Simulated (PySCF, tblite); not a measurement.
# C₇H₄F₂N radical: geometry, infrared bands and EPR parameters

Wanted: the infrared bands and EPR parameters of C₇H₄F₂N radical (`[CH2][C@@H]1C(C#N)=CC(F)=C1F`), by calculation.

The runs use tblite 0.8.0 and PySCF 2.14.0, with density-fitted response routines of our own; the level of theory stands in each step. All values are computed, except where a source is named. Atoms count from 0, in the outputs and in this text.

### Step 1. The starting structure

14 atoms, charge 0, multiplicity 2; geometry from: force field or distance geometry start.

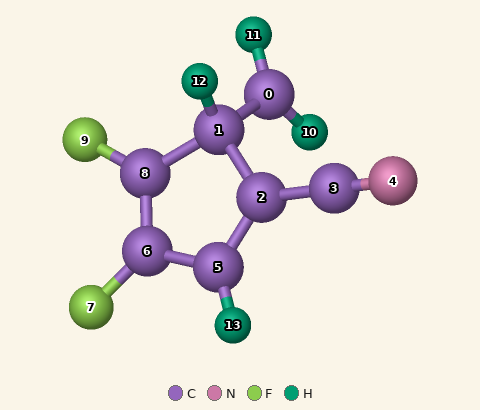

The starting geometry (carbon purple, nitrogen pink, fluorine green, hydrogen teal), atoms numbered; sticks join atoms by distance.

### Step 2. Optimising the geometry with GFN2-xTB

Job settings and geometry (Å):

```
{"job": {"kind": "relax", "xc": "GFN2-xTB", "basis": "xTB"}, "charge": 0, "multiplicity": 2}
C      0.361200     1.852700    -0.329000
C      0.180200     0.625000     0.485800
C      0.762800    -0.625100    -0.157800
C      2.117600    -0.807100    -0.481100
N      3.236900    -0.981600    -0.717100
C     -0.222600    -1.533000    -0.358200
C     -1.450300    -0.987500     0.135400
F     -2.604300    -1.653800     0.112900
C     -1.255700     0.228900     0.637400
F     -2.221900     0.988800     1.199000
H      0.298900     1.821500    -1.413200
H      0.283900     2.822800     0.155100
H      0.628300     0.766800     1.495200
H     -0.115700    -2.518800    -0.786600
```

On the command line:

```bash
$ OMP_NUM_THREADS=1 python probes_run.py task.json out
```

The driver reads the jobs from task.json and runs them one after another.

Standard output:

```text
step      E/eV     max force
  0    -795.81346    1.301
  1    -795.81757    3.213
  2    -795.84568    1.187
  3    -795.85903    0.741
  4    -795.86681    0.341
  5    -795.87240    0.267
  6    -795.88030    0.315
  7    -795.88351    0.173
  8    -795.88511    0.088
  9    -795.88603    0.145
 10    -795.88690    0.124
 11    -795.88752    0.068
 12    -795.88797    0.049
 13    -795.88843    0.087
 14    -795.88899    0.104
 15    -795.88964    0.078
 16    -795.89030    0.065
 17    -795.89101    0.079
 18    -795.89187    0.096
 19    -795.89276    0.096
 20    -795.89339    0.060
 21    -795.89371    0.039
 22    -795.89390    0.035
 23    -795.89408    0.036
 24    -795.89421    0.029
 25    -795.89430    0.024
 26    -795.89438    0.023
 27    -795.89448    0.026
 28    -795.89460    0.027
 29    -795.89473    0.029
 30    -795.89485    0.031
 31    -795.89501    0.040
 32    -795.89523    0.048
 33    -795.89549    0.043
 34    -795.89569    0.039
 35    -795.89583    0.036
 36    -795.89598    0.038
 37    -795.89619    0.048
 38    -795.89643    0.043
 39    -795.89662    0.035
 40    -795.89675    0.025
 41    -795.89685    0.024
 42    -795.89693    0.025
 43    -795.89702    0.028
 44    -795.89713    0.038
 45    -795.89726    0.044
 46    -795.89742    0.039
 47    -795.89759    0.039
 48    -795.89772    0.026
 49    -795.89781    0.024
 50    -795.89787    0.030
 51    -795.89794    0.025
 52    -795.89799    0.023
 53    -795.89806    0.023
 54    -795.89814    0.027
 55    -795.89824    0.026
 56    -795.89832    0.019
 57    -795.89838    0.019
 58    -795.89844    0.018
 59    -795.89851    0.021
 60    -795.89859    0.020
 61    -795.89867    0.023
 62    -795.89874    0.020
 63    -795.89880    0.014
 64    -795.89885    0.016
 65    -795.89889    0.023
 66    -795.89891    0.022
 67    -795.89895    0.019
 68    -795.89903    0.019
 69    -795.89909    0.014
 70    -795.89916    0.019
 71    -795.89924    0.024
 72    -795.89932    0.030
 73    -795.89951    0.043
 74    -795.89975    0.043
 75    -795.90009    0.060
 76    -795.90059    0.076
 77    -795.90070    0.212
 78    -795.90178    0.072
 79    -795.90243    0.055
 80    -795.90303    0.210
 81    -795.90345    0.050
 82    -795.90369    0.049
 83    -795.90399    0.117
 84    -795.90424    0.110
 85    -795.90488    0.075
 86    -795.90541    0.093
 87    -795.90643    0.081
 88    -795.90732    0.143
 89    -795.90611    0.256
 90    -795.90755    0.225
 91    -795.90828    0.102
 92    -795.90916    0.066
 93    -795.90964    0.082
 94    -795.90995    0.244
 95    -795.91081    0.078
 96    -795.91145    0.042
 97    -795.91214    0.068
 98    -795.91256    0.145
 99    -795.91311    0.129
100    -795.91359    0.066
101    -795.91358    0.087
102    -795.91378    0.032
103    -795.91382    0.027
104    -795.91392    0.018
105    -795.91396    0.060
106    -795.91399    0.029
107    -795.91401    0.012
108    -795.91402    0.008
```

It took 0.53 s on 1 thread of Arm Neoverse V2, shared host.

Step by step: (not every step is listed)

```tsv
step	energy from step 0 (eV)	largest force (eV/Å)
0	0.0000	1.3014
1	-0.0041	3.2133
2	-0.0322	1.1873
3	-0.0456	0.7409
4	-0.0534	0.3412
5	-0.0589	0.2665
6	-0.0668	0.3152
7	-0.0701	0.1726
8	-0.0717	0.0878
17	-0.0776	0.0794
26	-0.0809	0.0233
35	-0.0824	0.0356
44	-0.0837	0.0384
53	-0.0846	0.0233
62	-0.0853	0.0205
71	-0.0858	0.0244
80	-0.0896	0.2097
89	-0.0927	0.2563
98	-0.0991	0.1450
103	-0.1004	0.0272
104	-0.1005	0.0182
105	-0.1005	0.0597
106	-0.1005	0.0293
107	-0.1005	0.0118
108	-0.1006	0.0075
```

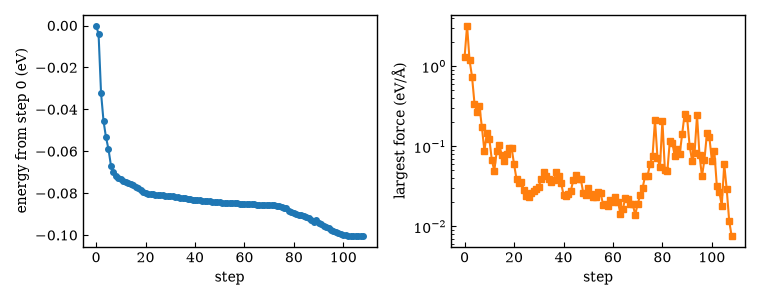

Energy and force, step by step.

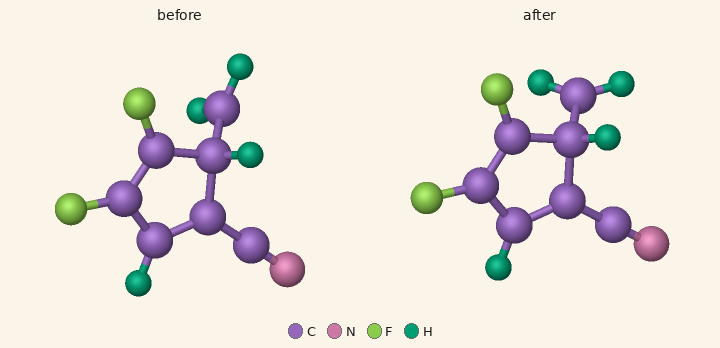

The geometry before (left) and after (right).

Close pairs (by a distance rule), those that changed most:

```tsv
bond	before (Å)	after (Å)	change (Å)
C8–F9	1.351	1.329	-0.022
C1–H12	1.113	1.095	-0.018
C6–C8	1.330	1.347	+0.017
C0–H11	1.087	1.071	-0.016
C0–H10	1.086	1.072	-0.014
C3–N4	1.157	1.148	-0.009
C0–C1	1.485	1.476	-0.009
C2–C3	1.405	1.396	-0.008
```

The final coordinates are the input of the step that follows.

### Step 3. Vibrational analysis with GFN2-xTB

Job settings and geometry (Å):

```
{"job": {"kind": "ir", "xc": "GFN2-xTB", "basis": "xTB"}, "charge": 0, "multiplicity": 2}
C      0.312033     1.799168    -0.330030
C      0.109933     0.633801     0.552345
C      0.743282    -0.595250    -0.102149
C      2.106963    -0.667070    -0.394108
N      3.232971    -0.716723    -0.613149
C     -0.210925    -1.518882    -0.365014
C     -1.478031    -1.031583     0.109837
F     -2.606474    -1.733404     0.007123
C     -1.320538     0.192796     0.648582
F     -2.246763     0.975893     1.192577
H     -0.311703     1.924702    -1.192783
H      1.195503     2.396930    -0.230140
H      0.549249     0.809882     1.540162
H     -0.076177    -2.470733    -0.845419
```

Standard output:

```text
mode    cm-1     km/mol
  1      63.4      5.90
  2     105.4      5.97
  3     132.2      9.52
  4     156.8      5.36
  5     178.6      3.68
  6     246.3      0.89
  7     256.2      2.24
  8     341.3      0.32
  9     404.2      1.17
 10     461.2      4.40
 11     499.0     10.11
 12     527.5     22.78
 13     539.4     19.23
 14     562.3      4.89
 15     614.7      2.79
 16     621.0     10.98
 17     771.0     47.72
 18     824.9     29.19
 19     869.6     11.16
 20     955.1     20.67
 21    1065.0     31.40
 22    1098.6     18.51
 23    1114.1      0.71
 24    1140.1     21.55
 25    1179.8     36.50
 26    1201.1     43.01
 27    1278.1     34.91
 28    1338.7     90.03
 29    1379.1      1.44
 30    1552.5    127.99
 31    1673.7    223.22
 32    2350.5    211.58
 33    2921.5      4.42
 34    3144.7      1.39
 35    3147.1      0.84
 36    3194.6      7.39
```

Run time: 0.36 s. Hardware: 1 thread of Arm Neoverse V2, shared host.

The strongest bands and the atoms that carry them (share of the mass-weighted mode):

```tsv
cm⁻¹	km/mol	atoms
771	47.7	F9 22 %, C5 20 %, C1 16 %
1180	36.5	C2 32 %, H12 27 %, C1 14 %
1201	43.0	C8 22 %, C2 22 %, H12 16 %
1278	34.9	C1 31 %, C8 28 %
1339	90.0	C6 51 %, C5 18 %, C8 15 %
1552	128.0	C2 54 %, C5 31 %
1674	223.2	C6 43 %, C8 42 %
2350	211.6	C3 60 %, N4 39 %
```

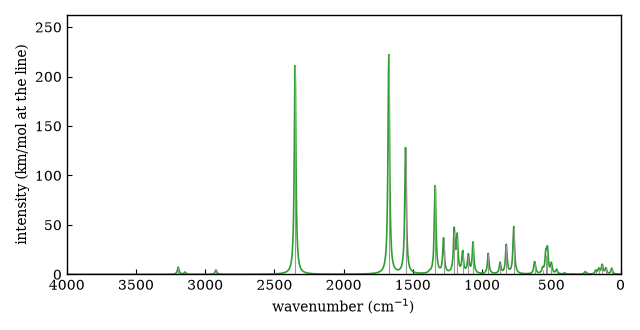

The infrared spectrum from these modes, unscaled. Lines are broadened to a width of 14 cm⁻¹ (Lorentzian).

### Step 4. EPR parameters: B3LYP/pcH-1

Same as in step 3 but for these lines:

```diff
@@ -1,2 +1,2 @@
-{"job": {"kind": "ir", "xc": "GFN2-xTB", "basis": "xTB"}, "charge": 0, "multiplicity": 2}
+{"job": {"kind": "epr", "basis": "pcH-1"}, "charge": 0, "multiplicity": 2}
 C      0.312033     1.799168    -0.330030
```

With the program's defaults for keys left out, this is: UKS B3LYP, pcH-1 on C F H N, non-relativistic, mean-field spin-orbit, GIAO.

Standard output:

```text
UKS, coarse grid
  cycle   1  E = -523.36673948  |g| = 5.24e-01
  cycle   2  E = -523.05993651  |g| = 1.02e+00
  cycle   3  E = -523.46366107  |g| = 1.76e-01
  cycle   4  E = -523.47412993  |g| = 8.95e-02
  cycle   5  E = -523.47717674  |g| = 2.83e-02
  cycle   6  E = -523.47751052  |g| = 8.12e-03
  cycle   7  E = -523.47754302  |g| = 3.62e-03
  cycle   8  E = -523.47755011  |g| = 1.57e-03
  cycle   9  E = -523.47755093  |g| = 4.97e-04
UKS, final grid
  cycle   1  E = -523.47757471  |g| = 5.83e-04
  cycle   2  E = -523.47757450  |g| = 9.47e-04
  cycle   3  E = -523.47757491  |g| = 2.30e-04
  cycle   4  E = -523.47757494  |g| = 8.78e-05
  cycle   5  E = -523.47757496  |g| = 8.18e-05
  cycle   6  E = -523.47757498  |g| = 3.92e-05
  cycle   7  E = -523.47757498  |g| = 1.66e-05
E = -523.47757498 Eh   <S^2> = 0.7547 (exact 0.7500)
g shifts (ppm)      1          2          3
  rmc          -146       -146       -146
  gc              8         40         22
  oz_so         -40        474        778
  total        -178        368        654
hyperfine (MHz)  atom isotope    a_iso     a_fc   dipolar eigenvalues
    0   13C     102.68     102.68    -81.42    -80.99    162.41
    1   13C     -30.33     -30.33     -2.14     -0.40      2.54
    2   13C      83.15      83.15     -9.98     -4.51     14.49
    3   13C      -0.69      -0.69     -0.96     -0.60      1.56
    4   14N      -0.03      -0.03     -1.06      0.49      0.57
    5   13C       3.88       3.88     -3.97     -2.61      6.58
    6   13C      -3.80      -3.80     -2.33      1.07      1.25
    7   19F      -0.93      -0.93     -6.47      1.59      4.88
    8   13C      19.91      19.91     -4.74     -2.65      7.39
    9   19F       2.29       2.29     -7.19     -2.53      9.72
   10    1H     -61.44     -61.44    -38.57     -1.26     39.84
   11    1H     -62.11     -62.11    -39.05     -0.88     39.92
   12    1H      37.87      37.87     -5.24     -4.59      9.83
   13    1H       3.50       3.50     -2.53     -1.10      3.63
```

Run time: 84 s. Hardware: 1 thread of Arm Neoverse V2, shared host; peak memory 1.1 GiB.

Principal g values 2.00214, 2.00269, 2.00297; g(iso) = 2.00260, against 2.00232 for a free electron.

Hyperfine couplings; where a row names several nuclei, a(iso) is their mean (it holds for fast rotation or exchange) and the dipolar term the largest among them:

```tsv
nuclei	isotope	a(iso) (MHz)	a(iso) (G, at g = 2.0023)	largest dipolar term (MHz)
C0	13C	102.7	36.6	162.4
C2	13C	83.1	29.7	14.5
H10, H11	1H	-61.8	-22.0	39.9
H12	1H	37.9	13.5	9.8
C1	13C	-30.3	-10.8	2.5
C8	13C	19.9	7.1	7.4
C5	13C	3.9	1.4	6.6
C6	13C	-3.8	-1.4	-2.3
H13	1H	3.5	1.2	3.6
F9	19F	2.3	0.8	9.7
F7	19F	-0.9	-0.3	-6.5
C3	13C	-0.7	-0.2	1.6
N4	14N	0.0	0.0	-1.1
```

Mulliken spin populations:

C0 1.06; C1 -0.07; C2 0.02; C3 0.00; N4 -0.01; C5 0.04; C6 -0.01; F7 0.00; C8 0.03; F9 0.00; H10 -0.04; H11 -0.04; H12 0.02; H13 0.00

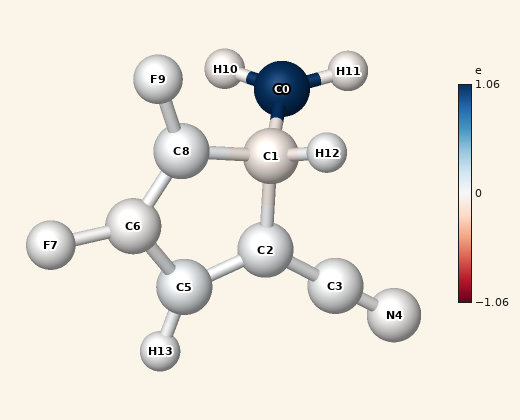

Mulliken spin populations, as colours on the atoms.

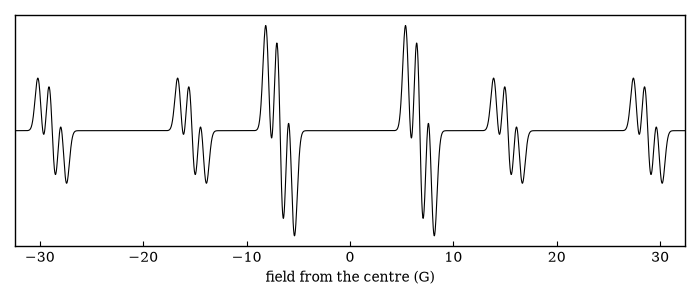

First-order isotropic spectrum (first derivative, main isotopes with spin only, couplings over 0.8 MHz, Gaussian width 0.3 G; couplings of the frozen geometry, rotation of groups not averaged beyond the rows shown).

Orbitals, density, ELF and potential are computed afterwards from the orbital file.

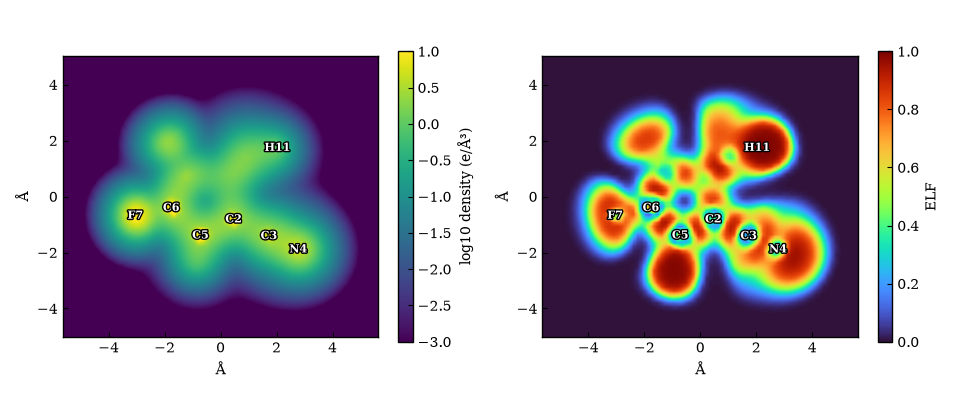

Density (left) and ELF (right) in a plane through or near 7 of the atoms.

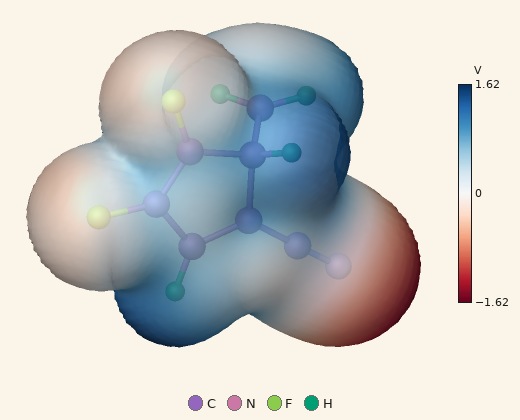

Electrostatic potential on the surface of density 0.002 e/bohr³; red is low, blue high. It runs from -1.62 V near N4 to 1.53 V near H13.

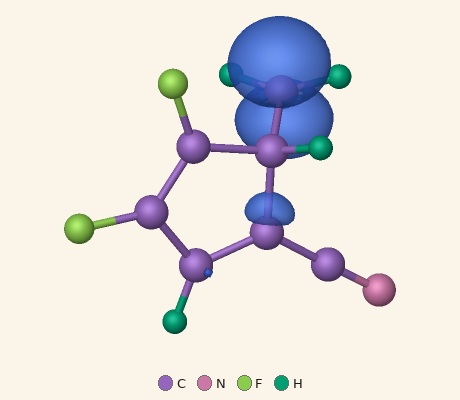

Spin density at ±0.05 e/Å³ (alpha excess blue, beta excess red).

### Step 5. Results

```
                                 quantity                  value
strongest single infrared mode (GFN2-xTB)  1674 cm⁻¹, 223 km/mol
             zero-point energy (GFN2-xTB)          54.2 kcal/mol
                           g(iso) (B3LYP)                2.00260
                                     ⟨S²⟩     0.755 (exact 0.75)
       largest a(iso) (averaged by class)   13C on C0, 102.7 MHz
    surface potential, least and greatest     -1.62 V and 1.53 V
```

What this shows: Relaxing lowered the energy by 0.101 eV in 108 steps; the close pair that moved most is C8–F9, from 1.351 to 1.329 Å. All 36 modes are real, so the xTB geometry is a minimum. The strongest single mode, at 1674 cm⁻¹, moves mainly C6 and C8. Unscaled tight-binding wavenumbers are off by several per cent, some by more. Its intensities can rank the bands wrongly. Most of the unpaired spin sits on C0 (1.06 e). The isotropic g lies 0.3 ppt above the free-electron value.
